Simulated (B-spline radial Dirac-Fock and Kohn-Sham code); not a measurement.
The ion Zn¹⁰⁺ ([Ar] 3d2). Level of theory: independent-particle rates on relativistic LDA orbitals of the hole state (multipoles to L = 3), energies from Dirac–Fock ΔSCF; calculated with a B-spline radial code.

What should this plot look like? X-ray emission lines that fill a K (1s) hole, broadened by a Gaussian of 150 eV full width, as by a silicon detector. Multiplet splitting by the open shell is left out.

The strongest line is K-L3 (Kα1) at 8.6336 keV with 56.8 % of the photons, then K-L2 (Kα2) at 8.6102 keV (29 %), K-M3 (Kβ1) at 9.6173 keV (9.3 %), K-M2 (Kβ3) at 9.6133 keV (4.7 %). The hole has a width of 1.67 eV and a fluorescence yield of 0.477.

The computed plot:

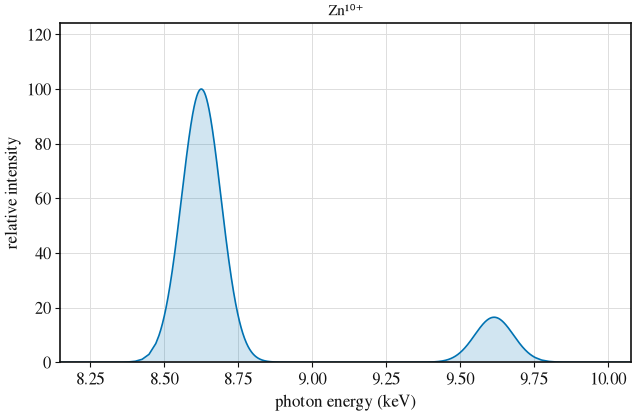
